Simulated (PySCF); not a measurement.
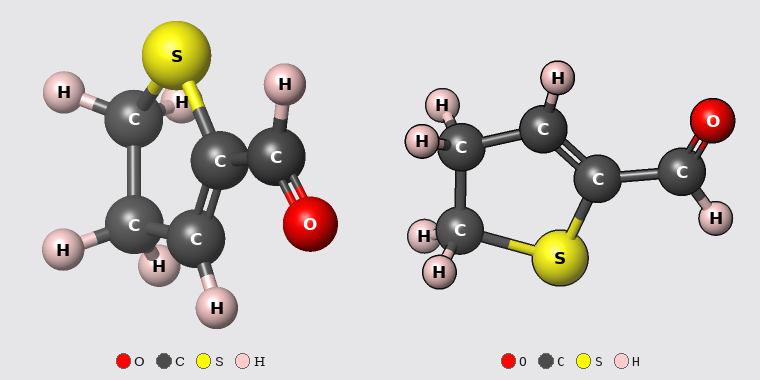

Both panels show the same species.

The geometry was computed by an optimisation with GFN2-xTB. No frequency run is at hand to confirm it as a minimum.

What is the molecular formula?

C5H6OS, 13 atoms: 5 carbon, 6 hydrogen, 1 oxygen and 1 sulfur.

Which point group does it belong to?

C1.

Does it have rings?

Independent rings (smallest set): 1 of 5 members.

What is its SMILES?

O=CC1=CCCS1

Count the bonded pairs by element.

6 C–H, 4 C–C, 2 C–S, 1 C–O.

The parts below concern this one geometry. Atoms keep their numbers from picture to picture.

### Shape

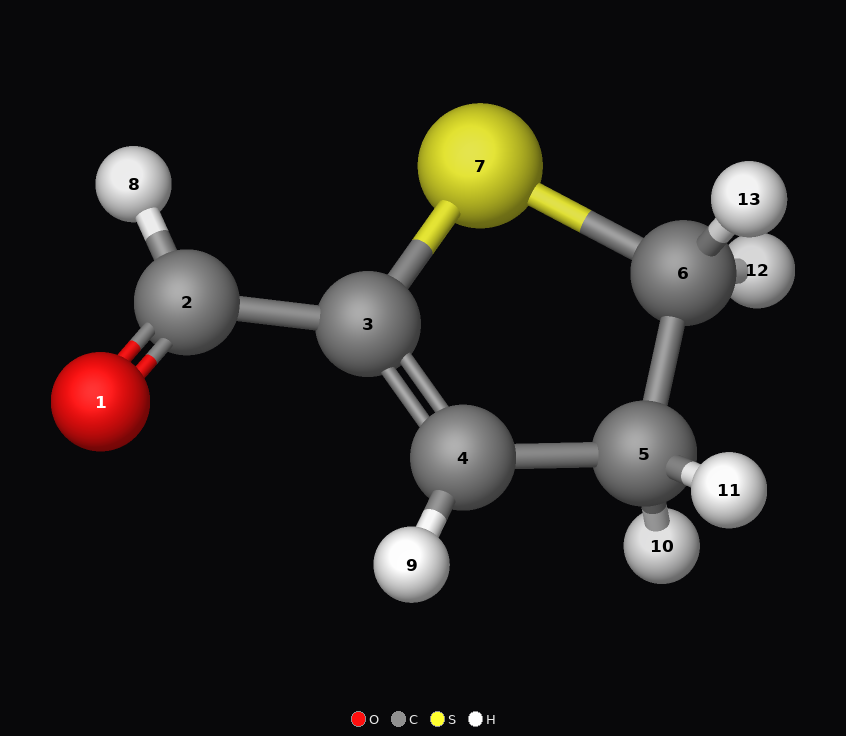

The atoms are numbered. No frequency run is at hand to confirm it as a minimum.

Which atoms are bonded, and how long are the bonds?

| bond | length (Å) | order |
| --- | --- | --- |
| O1–C2 | 1.204 | double |
| C2–C3 | 1.459 | single |
| C2–H8 | 1.106 | single |
| C3–C4 | 1.340 | double |
| C3–S7 | 1.762 | single |
| C4–C5 | 1.491 | single |
| C4–H9 | 1.077 | single |
| C5–C6 | 1.532 | single |
| C5–H10 | 1.096 | single |
| C5–H11 | 1.092 | single |
| C6–S7 | 1.837 | single |
| C6–H12 | 1.087 | single |
| C6–H13 | 1.090 | single |

### Charges

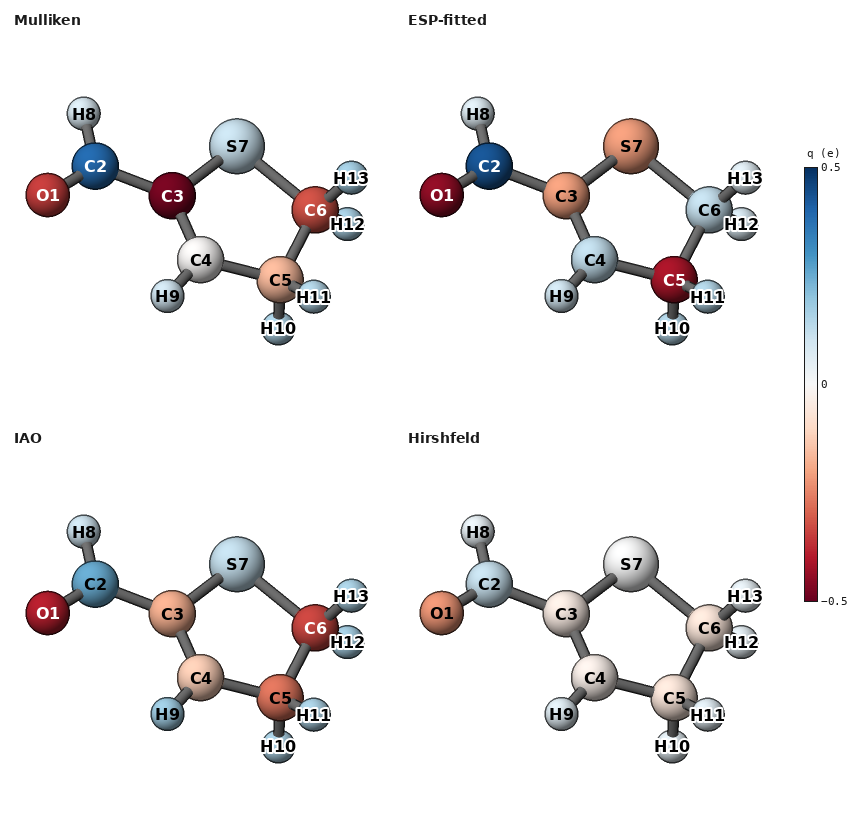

Atomic charges of one calculation by 4 schemes, on one colour scale. No frequency run is at hand to confirm it as a minimum. Level of theory: PBE0/pcSseg-1 (PySCF 2.14.0).

On which atom do the schemes disagree most?

On C6 (from −0.34 to 0.12 e).

List the charges (e), one line for each set of equivalent atoms.

```tsv
atom	Mulliken	ESP-fitted	IAO	Hirshfeld
O1	−0.35	−0.44	−0.39	−0.22
C2	0.39	0.43	0.25	0.12
C3	−0.47	−0.21	−0.18	−0.04
C4	−0.01	0.12	−0.12	−0.03
C5	−0.16	−0.41	−0.27	−0.06
C6	−0.32	0.12	−0.34	−0.06
S7	0.11	−0.21	0.12	0.00
H8	0.08	0.06	0.11	0.04
H9	0.10	0.10	0.18	0.06
H10	0.15	0.15	0.16	0.05
H11	0.15	0.15	0.16	0.05
H12	0.16	0.08	0.16	0.05
H13	0.17	0.06	0.16	0.04
```

### Electronic properties

No frequency run is at hand to confirm it as a minimum. Method: PBE0/pcSseg-1, gas phase (PySCF 2.14.0).

Estimate the dipole moment.

3.59 D.

Estimate the HOMO energy (Kohn–Sham orbital).

−6.28 eV.

Estimate the HOMO–LUMO gap.

4.34 eV.

### NMR shielding

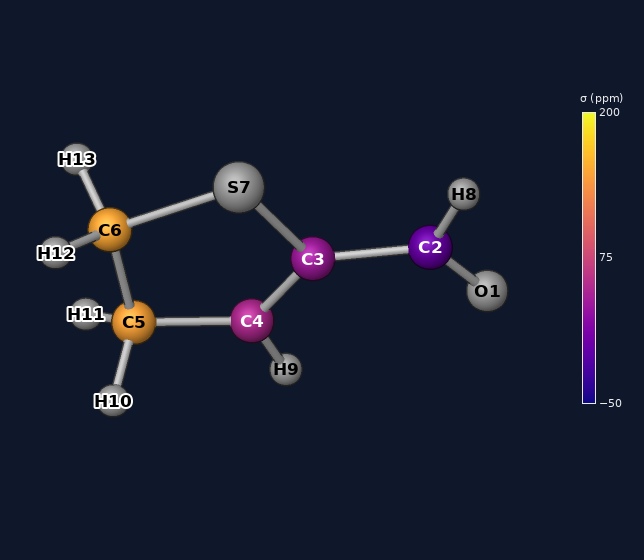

Atoms are coloured by their isotropic NMR shieldings (C only, the others grey). No frequency run is at hand to confirm it as a minimum. Properties computed with GIAO PBE0/pcSseg-1 NMR shielding, non-relativistic, gas phase (PySCF 2.14.0).

Which C atom is the most shielded (lowest chemical shift)?

C6 (151.1 ppm).

Which C atom is the least shielded (highest chemical shift)?

C2 (−0.9 ppm).

How wide is the range of C shifts?

152.0 ppm.

List the isotropic NMR shieldings of the C atoms.

```
atom  σ (ppm)
  C2     −0.9
  C3     36.7
  C4     50.5
  C5    147.3
  C6    151.1
```

Mulliken values depend strongly on the basis set and can even reverse the polarity of a bond.
